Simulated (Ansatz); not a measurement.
**C5H13Al: geometry relaxation (part 1 of 2)**

The run: geometry relaxation of C5H13Al. Method and program: RKS PBE-D4/def2-SVP (Ansatz 0.2.0).

The geometry: force-field start. Figures and captions count atoms from 1; the log counts them from 0 in places.

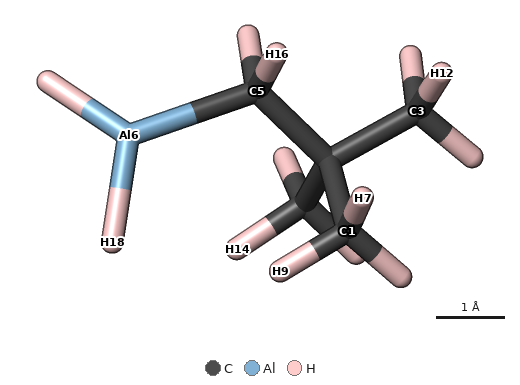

The input geometry (stick view, seen at a tilt; atoms are numbered from 1 in the order of the input). Sticks mark near contacts.

Key numbers:

| quantity | value |
| --- | --- |
| outcome | converged |
| total energy | −11976.6308 eV |
| mean-field energy | −11976.1866 eV |
| dispersion energy | −0.4442 eV |
| SCF solution under orbital rotations | stable |
| largest force (length of the vector) at the end | 0.006 eV/Å |
| dipole moment | 0.94 D |
| hardware | 4 threads of Arm Neoverse V2, 23 GiB of memory available, shared host |
| wall time | 30 s (CPU time 1.9 min) |
| peak memory | 0.22 GiB |

The input:
```yaml
crystal:
  periodic: [false, false, false]
  atoms:
    - {symbol: C, position_ang: [-0.415000, -1.593800, -0.068200]}
    - {symbol: C, position_ang: [0.306500, -0.219800, -0.171500]}
    - {symbol: C, position_ang: [1.782100, -0.529000, -0.314900]}
    - {symbol: C, position_ang: [-0.066600, 0.572200, -1.427800]}
    - {symbol: C, position_ang: [0.098100, 0.624800, 1.094100]}
    - {symbol: Al, position_ang: [-1.785800, 1.241400, 1.547100]}
    - {symbol: H, position_ang: [-0.148900, -2.104500, 0.841000]}
    - {symbol: H, position_ang: [-0.204500, -2.172200, -0.968000]}
    - {symbol: H, position_ang: [-1.555500, -1.359300, -0.013400]}
    - {symbol: H, position_ang: [2.408600, 0.408900, -0.354300]}
    - {symbol: H, position_ang: [2.004500, -1.140300, -1.187600]}
    - {symbol: H, position_ang: [2.195100, -1.090200, 0.600800]}
    - {symbol: H, position_ang: [0.330900, 1.568300, -1.499700]}
    - {symbol: H, position_ang: [-1.261100, 0.757800, -1.392800]}
    - {symbol: H, position_ang: [0.090800, -0.029300, -2.342300]}
    - {symbol: H, position_ang: [0.457800, 0.099800, 2.018000]}
    - {symbol: H, position_ang: [0.711000, 1.591700, 1.048800]}
    - {symbol: H, position_ang: [-2.996300, 0.615300, 0.717800]}
    - {symbol: H, position_ang: [-1.993300, 2.754000, 1.929400]}
basis:
  gaussian: {orbitals: def2-SVP}
hamiltonian: {xc: pbe, dispersion: d4}
relax: {f_tol: 0.03, max_steps: 200}
```

Launch command:
```bash
ansatz run in.yaml --threads 4 --pin off --events-out ev --progress --plain --max-ram 11315MiB
```

Log:
```
Functional definition: PBE
  name "PBE"
  cite "Perdew, Burke & Ernzerhof, Phys. Rev. Lett. 77, 3865 (1996) doi:10.1103/PhysRevLett.77.3865"
  parent pbe
  parameter kappa = 0.804
  parameter beta = 0.06672455060314922
  exchange = pbe_x(kappa = kappa, mu = beta*pi^2/3)
  correlation = pbe_c(beta = beta)
1737 factors; their error is unknown
mean field evaluation 1: about -11956.5937 eV, gradient 8.4e1 eV
mean field evaluation 2: about -11854.8515 eV, gradient 1.9e2 eV
mean field evaluation 4: about -11975.2359 eV, gradient 1.1e1 eV
mean field evaluation 8: about -11975.5610 eV, gradient 9.6e-2 eV
mean field evaluation 16: about -11975.4845 eV, gradient 2.7e-4 eV
mean field -11975.48445851 eV, -440.0909365752 hartree, gradient 1.4e-5 eV, S^2 0.000000; 0 other end points of the search recorded, 0 dependent functions left out
the calculation of the forces begins
reference -11975.48450299 eV, -440.0909382100 hartree; 28, 28 occupied and 125, 125 virtual orbitals, 1737 factors
relax step   1: F+E_penalty+E_count = -11975.92995797 eV  Δ(F+E_penalty+E_count) = +0.000e0 eV  max|allowed force component| = 4.039e0 eV/Å  Δτ_max = 0.0000 Å  (30 SCF iters, accepted)
these checks for a lower state are left out or cut short: starts, cluster_reference, orbital_swaps, neighbouring_geometries, increment
1737 factors; their error is unknown
mean field -11976.09822257 eV, -440.1134919885 hartree, gradient 1.8e-5 eV, S^2 0.000000; 0 other end points of the search recorded, 0 dependent functions left out
[... from here on the field's lines of each further geometry are left out, up to the last ...]
relax step   2: F+E_penalty+E_count = -11976.54505732 eV  Δ(F+E_penalty+E_count) = -6.151e-1 eV  max|allowed force component| = 1.120e0 eV/Å  Δτ_max = 0.1949 Å  (29 SCF iters, accepted)
relax step   3: F+E_penalty+E_count = -11976.61188538 eV  Δ(F+E_penalty+E_count) = -6.683e-2 eV  max|allowed force component| = 1.925e-1 eV/Å  Δτ_max = 0.0756 Å  (28 SCF iters, accepted)
relax step   4: F+E_penalty+E_count = -11976.59139262 eV  Δ(F+E_penalty+E_count) = +2.049e-2 eV  max|allowed force component| = 2.928e-1 eV/Å  Δτ_max = 0.1361 Å  (28 SCF iters, rejected (line search))
relax step   5: F+E_penalty+E_count = -11976.62049265 eV  Δ(F+E_penalty+E_count) = -8.607e-3 eV  max|allowed force component| = 6.565e-2 eV/Å  Δτ_max = 0.0680 Å  (28 SCF iters, accepted)
relax step   6: F+E_penalty+E_count = -11976.62279825 eV  Δ(F+E_penalty+E_count) = -2.306e-3 eV  max|allowed force component| = 2.843e-2 eV/Å  Δτ_max = 0.1000 Å  (29 SCF iters, accepted)
relax step   7: F+E_penalty+E_count = -11976.62403770 eV  Δ(F+E_penalty+E_count) = -1.239e-3 eV  max|allowed force component| = 1.145e-1 eV/Å  Δτ_max = 0.1463 Å  (28 SCF iters, accepted)
relax step   8: F+E_penalty+E_count = -11976.62551343 eV  Δ(F+E_penalty+E_count) = -1.476e-3 eV  max|allowed force component| = 7.403e-2 eV/Å  Δτ_max = 0.0382 Å  (30 SCF iters, accepted)
relax step   9: F+E_penalty+E_count = -11976.62817799 eV  Δ(F+E_penalty+E_count) = -2.665e-3 eV  max|allowed force component| = 4.149e-2 eV/Å  Δτ_max = 0.1362 Å  (28 SCF iters, accepted)
relax step  10: F+E_penalty+E_count = -11976.62549858 eV  Δ(F+E_penalty+E_count) = +2.679e-3 eV  max|allowed force component| = 1.742e-1 eV/Å  Δτ_max = 0.1940 Å  (27 SCF iters, rejected (line search))
relax step  11: F+E_penalty+E_count = -11976.62954975 eV  Δ(F+E_penalty+E_count) = -1.372e-3 eV  max|allowed force component| = 3.989e-2 eV/Å  Δτ_max = 0.0947 Å  (29 SCF iters, accepted)
relax step  12: F+E_penalty+E_count = -11976.63015221 eV  Δ(F+E_penalty+E_count) = -6.025e-4 eV  max|allowed force component| = 5.293e-2 eV/Å  Δτ_max = 0.0947 Å  (29 SCF iters, accepted)
relax step  13: F+E_penalty+E_count = -11976.63048288 eV  Δ(F+E_penalty+E_count) = -3.307e-4 eV  max|allowed force component| = 3.493e-2 eV/Å  Δτ_max = 0.0219 Å  (30 SCF iters, accepted)
the calculation of the forces begins
reference -11976.18659680 eV, -440.1167396817 hartree; 28, 28 occupied and 125, 125 virtual orbitals, 1737 factors
relax step  14: F+E_penalty+E_count = -11976.63079416 eV  Δ(F+E_penalty+E_count) = -3.113e-4 eV  max|allowed force component| = 5.012e-3 eV/Å  Δτ_max = 0.0465 Å  (29 SCF iters, accepted)
1737 factors; their error is unknown
mean field evaluation 128: about -11976.1866 eV, gradient 3.7e-4 eV
```

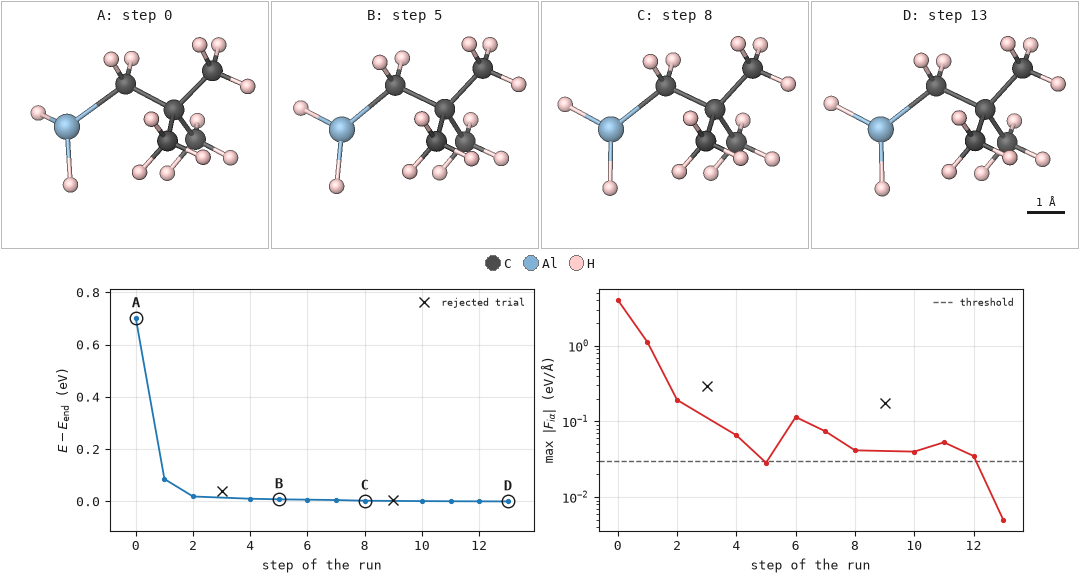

Frames of the relaxation (ball-and-stick view, seen at a tilt) above the curves, on which the letters mark them (the first geometry is step 0 here and step 1 in the log).

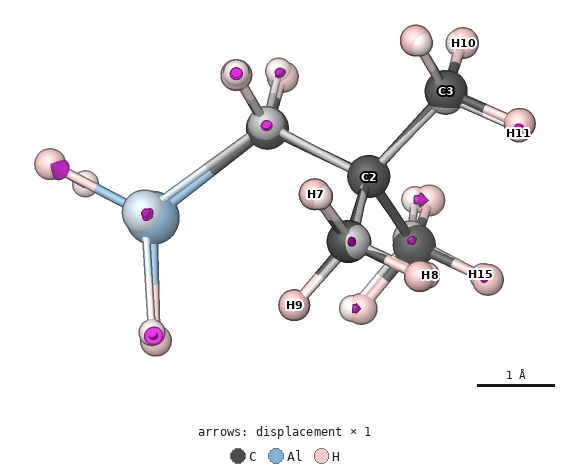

Start (faint) and end (solid) with the displacements as pink arrows, at true length (ball-and-stick view, seen at a tilt). The two geometries are laid on each other by the best rigid fit. The atom that moves furthest after the best rigid fit is H19 (0.83 Å). By element the largest moves are H 0.83 Å, Al 0.18 Å, C 0.13 Å. Among the contacts that change: C4–H14 1.209 → 1.111 Å, C5–Al6 2.033 → 1.976 Å, C1–H9 1.166 → 1.111 Å, C3–H12 1.151 → 1.110 Å. Among the angles that change: C5–Al6–H18 117.9° → 123.9°, H13–C4–H15 113.3° → 107.6°, C2–C4–H13 116.4° → 111.1°. After 13 geometry steps the energy has fallen by 0.701 eV. The largest force component goes from 4 to 0.005 eV/Å. The line search rejected the trial steps at points 3, 9 (counted from 0) and went back. (Atoms are counted from 1 in the order of the input.)

```
mean field -11976.18655187 eV, -440.1167380305 hartree, gradient 2.1e-5 eV, S^2 0.000000; 1 other end points of the search recorded, 0 dependent functions left out
the calculation of the forces begins
reference -11976.18659680 eV, -440.1167396817 hartree; 28, 28 occupied and 125, 125 virtual orbitals, 1737 factors
Total energy: -11976.63083909 eV, -440.1330652846 hartree
Atom 0 at    -0.449968    -1.521463    -0.032933 Å, force     0.002956     0.000179     0.000227 eV/Å
Atom 1 at     0.332938    -0.204455    -0.196203 Å, force     0.001956    -0.001118     0.000074 eV/Å
Atom 2 at     1.839939    -0.519830    -0.280567 Å, force    -0.000511    -0.001074    -0.001184 eV/Å
Atom 3 at    -0.109419     0.496570    -1.495184 Å, force     0.000617    -0.000238    -0.000301 eV/Å
Atom 4 at     0.057065     0.720960     1.015066 Å, force     0.002107     0.001959    -0.002365 eV/Å
Atom 5 at    -1.789113     1.319200     1.387531 Å, force     0.001758     0.002321     0.005012 eV/Å
Atom 6 at    -0.158286    -2.046450     0.900994 Å, force    -0.000193     0.000574    -0.001165 eV/Å
Atom 7 at    -0.258044    -2.212519    -0.880098 Å, force    -0.001118     0.000039     0.001100 eV/Å
Atom 8 at    -1.545348    -1.339087     0.004214 Å, force    -0.001600     0.000073    -0.000403 eV/Å
Atom 9 at     2.435545     0.408926    -0.401092 Å, force     0.000071    -0.000010    -0.000033 eV/Å
Atom 10 at     2.068544    -1.182860    -1.141803 Å, force     0.000340     0.000061     0.000339 eV/Å
Atom 11 at     2.192941    -1.028175     0.640721 Å, force     0.000378     0.000007     0.000626 eV/Å
Atom 12 at     0.431712     1.455887    -1.635981 Å, force    -0.000689    -0.001180     0.000308 eV/Å
Atom 13 at    -1.198982     0.715281    -1.485669 Å, force    -0.000103     0.000470    -0.000155 eV/Å
Atom 14 at     0.092265    -0.135894    -2.384791 Å, force     0.000398     0.000476     0.000837 eV/Å
Atom 15 at     0.427756     0.240426     1.953229 Å, force    -0.002184     0.001391    -0.002552 eV/Å
Atom 16 at     0.676315     1.647414     0.934804 Å, force    -0.003262    -0.003150    -0.000190 eV/Å
Atom 17 at    -3.068787     0.870392     0.524473 Å, force     0.002684     0.001659     0.001747 eV/Å
Atom 18 at    -2.018671     2.311475     2.629788 Å, force    -0.003606    -0.002441    -0.001921 eV/Å
Dipole moment:     0.169214    -0.076338    -0.063519 e Å
```

Trajectory as extended XYZ (Å, eV, eV/Å), 14 frames, from step=1 to step=14:
```
19
Properties=species:S:1:pos:R:3:forces:R:3 step=1 energy=-11975.92996
C    -0.4150   -1.5938   -0.0682   -2.2346   2.3266  -0.5742
C     0.3065   -0.2198   -0.1715    0.5910  -0.2928   0.1989
C     1.7821   -0.5290   -0.3149    1.7489   0.1847   1.7776
C    -0.0666    0.5722   -1.4278   -4.0393  -0.9021   0.3109
C     0.0981    0.6248    1.0941   -0.4201   0.8780   0.9616
Al   -1.7858    1.2414    1.5471    0.7422   0.0837  -1.6017
H    -0.1489   -2.1045    0.8410    0.4272  -0.6383   0.7705
H    -0.2045   -2.1722   -0.9680    0.0056  -0.5566  -0.3124
H    -1.5555   -1.3593   -0.0134    1.3133  -0.6201  -0.1657
H     2.4086    0.4089   -0.3543   -0.3269  -0.3975  -0.1743
H     2.0045   -1.1403   -1.1876    0.1395  -0.3347  -0.6327
H     2.1951   -1.0902    0.6008   -0.4739   0.4008  -0.8435
H     0.3309    1.5683   -1.4997    0.8792   0.8475  -0.0351
H    -1.2611    0.7578   -1.3928    2.0113  -0.3280  -0.1902
H     0.0908   -0.0293   -2.3423    0.2102   0.1588  -0.1416
H     0.4578    0.0998    2.0180    0.2541  -0.0414  -0.3080
H     0.7110    1.5917    1.0488   -0.4503  -0.7526   0.0380
H    -2.9963    0.6153    0.7178   -0.3113  -0.3311   0.2965
H    -1.9933    2.7540    1.9294   -0.0661   0.3152   0.6252
19
Properties=species:S:1:pos:R:3:forces:R:3 step=2 energy=-11976.54506
C    -0.4410   -1.5556   -0.0743   -0.5685   0.7360  -0.0354
C     0.3372   -0.2171   -0.1596   -0.3171  -0.2189  -0.0329
C     1.8270   -0.5286   -0.2961    0.5845   0.0189   0.4743
C    -0.1287    0.5580   -1.4063   -1.1196  -0.0544   0.0558
C     0.0996    0.6256    1.1086   -0.2948   0.5057   0.2762
Al   -1.7711    1.3134    1.3665    0.1689  -0.0181  -0.2862
H    -0.1505   -2.0977    0.8364    0.1073  -0.3053   0.1880
H    -0.2339   -2.1703   -0.9665    0.0122  -0.2255  -0.0713
H    -1.5539   -1.3769   -0.0233    0.5405  -0.0983  -0.0482
H     2.4331    0.4062   -0.3619   -0.1051  -0.1440  -0.0512
H     2.0337   -1.1398   -1.1914    0.0784  -0.0989  -0.1959
H     2.2120   -1.0948    0.5951   -0.1910   0.1774  -0.3180
H     0.3452    1.5490   -1.4806    0.2847   0.1848  -0.0818
H    -1.2581    0.7493   -1.3959    0.8179  -0.2331   0.0652
H     0.0756   -0.0228   -2.3293    0.0326   0.1075  -0.0553
H     0.4874    0.0914    2.0114   -0.1032   0.0485  -0.0826
H     0.7060    1.5720    1.0607   -0.0449  -0.2555   0.0007
H    -3.0627    0.5574    0.7478    0.0883   0.0367   0.1497
H    -1.9985    2.7771    2.0150    0.0288  -0.1634   0.0491
19
Properties=species:S:1:pos:R:3:forces:R:3 step=3 energy=-11976.61189
C    -0.4414   -1.5497   -0.0639    0.1679   0.1021   0.0032
C     0.3373   -0.2173   -0.1607   -0.1365  -0.1313  -0.0848
C     1.8370   -0.5239   -0.3002    0.0892  -0.0089  -0.0181
C    -0.1317    0.5596   -1.4079    0.1925   0.0192  -0.0190
C     0.0781    0.6441    1.0987   -0.0773   0.1614  -0.0457
Al   -1.7747    1.3344    1.3113   -0.0029   0.0208   0.0797
H    -0.1358   -2.1186    0.8402   -0.0018  -0.0060  -0.0509
H    -0.2507   -2.1859   -0.9536    0.0032  -0.0136   0.0297
H    -1.5328   -1.3786   -0.0025   -0.1091   0.0193   0.0125
H     2.4313    0.4095   -0.3778    0.0102   0.0190  -0.0120
H     2.0468   -1.1375   -1.2030   -0.0087   0.0197   0.0193
H     2.2097   -1.0832    0.5804    0.0267  -0.0380   0.0517
H     0.3958    1.5360   -1.4984   -0.0286  -0.0944   0.0014
H    -1.2214    0.7617   -1.3747   -0.1775   0.0263   0.0174
H     0.0560   -0.0151   -2.3388    0.0021   0.0209  -0.0107
H     0.4123    0.0993    2.0123   -0.0561  -0.0016   0.0297
H     0.7233    1.5556    1.0653    0.0072  -0.0492   0.0180
H    -3.0828    0.5511    0.7788    0.0849   0.0443   0.0273
H    -1.9979    2.7544    2.0509    0.0148  -0.1100  -0.0486
```
